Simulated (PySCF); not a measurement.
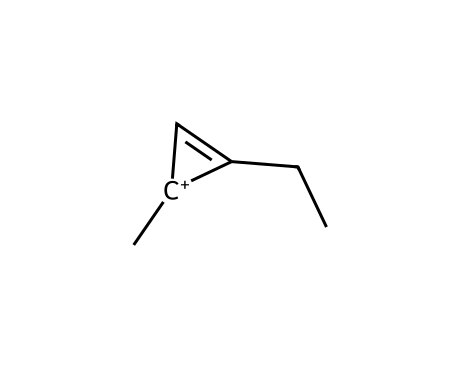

Charge +1, singlet.

**Transcribe the drawing into SMILES.**

CCc1c[c+]1C

**Give the formula, hydrogens included.**

C6H9, charge +1.

More results for the same structure follow; atom numbers are the same in all pictures, views and colours differ. The computed structure is the end point of a PBE0-D3(BJ)/def2-SVP optimisation. No frequency run is at hand to confirm it as a minimum.

Geometry

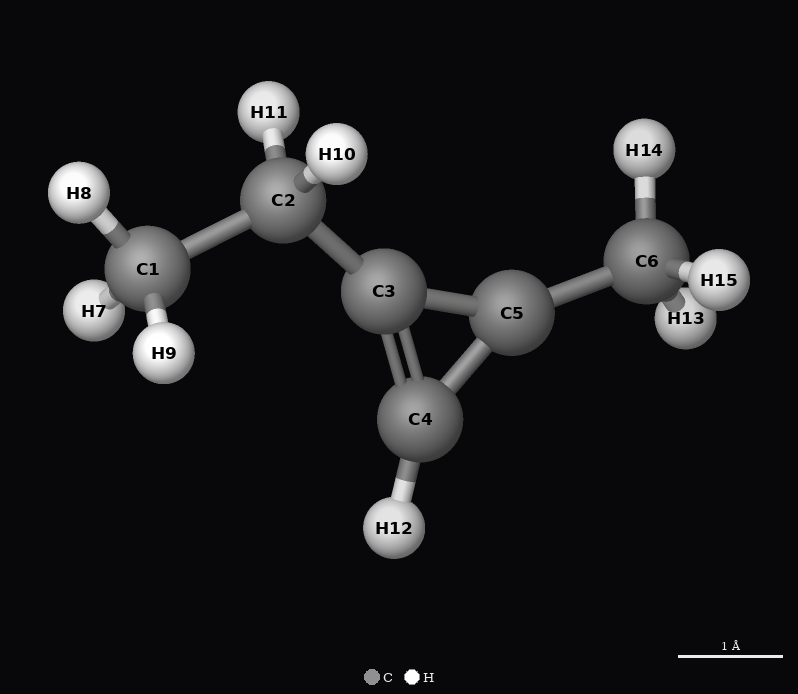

Atoms carry their numbers in the input. No frequency run is at hand to confirm it as a minimum.

Estimate the angles C1–C2–H11, C2–C1–H7, C2–C1–H8, C2–C1–H9, C2–C3–C5, C3–C2–H11, C3–C4–H12, C3–C5–C4, C3–C5–C6, C4–C5–C6, C5–C4–H12, C5–C6–H13.

```
    angle  degrees
C1–C2–H11    112.6
 C2–C1–H7    111.4
 C2–C1–H8    109.8
 C2–C1–H9    111.5
 C2–C3–C5    150.6
C3–C2–H11    106.1
C3–C4–H12    149.5
 C3–C5–C4     59.6
 C3–C5–C6    150.4
 C4–C5–C6    149.9
C5–C4–H12    149.6
C5–C6–H13    111.2
```

NMR shielding

The questions are on isotropic NMR shieldings of the C atoms. No frequency run is at hand to confirm it as a minimum. Level of theory: GIAO PBE0/pcSseg-1 NMR shielding, non-relativistic, IEF-PCM chloroform (PySCF 2.14.0).

Give the isotropic NMR shieldings of the C atoms atom by atom.

```csv
atom,σ (ppm)
C1,174.7
C2,159.6
C3,−7.2
C4,11.7
C5,−3.3
C6,170.0
```

Bond orders

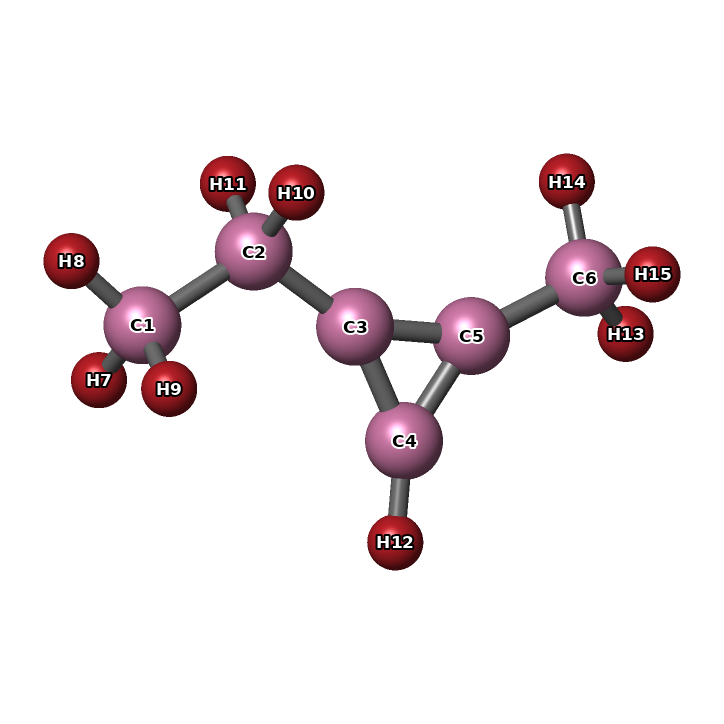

The thickness of each stick grows with its Mayer bond order. No frequency run is at hand to confirm it as a minimum. Method: PBE0/pcSseg-1 in chloroform (IEF-PCM) (PySCF 2.14.0).

List the Mayer bond orders of C1–C2, C2–C3, C3–C4, C3–C5, C4–C5, C5–C6 (bonds between heavy atoms, one of each equivalent set).

```tsv
bond	Mayer order	length (Å)
C1–C2	1.06	1.519
C2–C3	1.05	1.463
C3–C4	1.19	1.368
C3–C5	1.16	1.384
C4–C5	1.21	1.366
C5–C6	1.18	1.458
```

Excitation

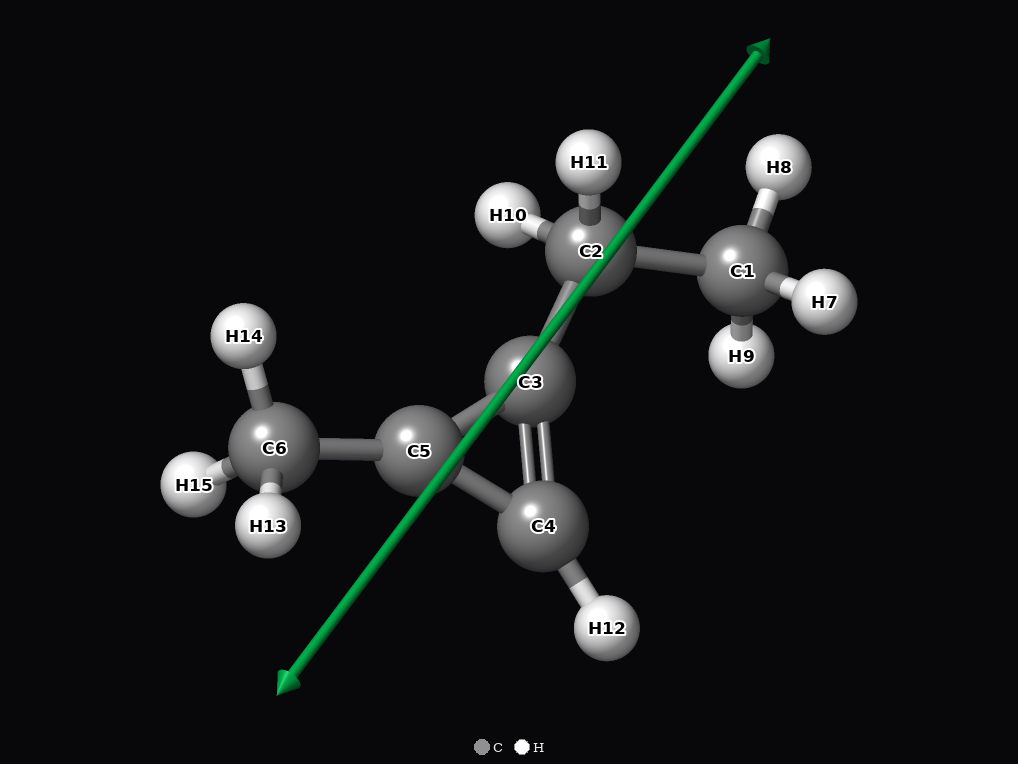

The double arrow shows the direction of the transition dipole to excited singlet state 5 (its length means nothing). No frequency run is at hand to confirm it as a minimum. Method: TDDFT B3LYP/def2-SVPD, vertical, gas phase, core orbitals frozen in the response (PySCF 2.14.0).

**Where does the transition lie, and how strong is it?**

6.87 eV (181 nm), oscillator strength 0.081, mainly HOMO → LUMO+1 (weight 0.99); transition dipole 1.76 D.

Ring current

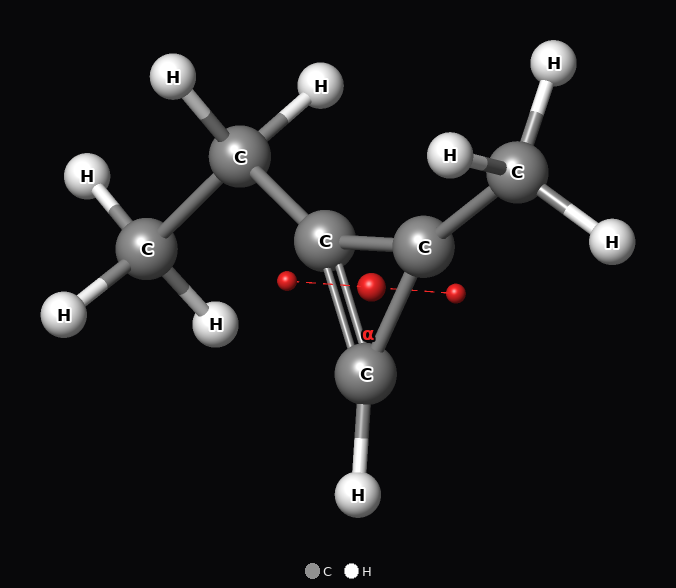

The small points mark where nucleus-independent chemical shifts (NICS) were computed: at the centre of each lettered ring and 1 Å above and below it. No frequency run is at hand to confirm it as a minimum. Method: GIAO PBE0/pcSseg-1 NMR shielding, non-relativistic, IEF-PCM chloroform (PySCF 2.14.0).

Give NICS(0), NICS(1) and the out-of-plane component NICS(1)zz for each ring (means of the two sides).

```
ring  members  NICS(0)  NICS(1)  NICS(1)zz
   α       C3    −24.0    −14.5      −24.8
```

Values in ppm.
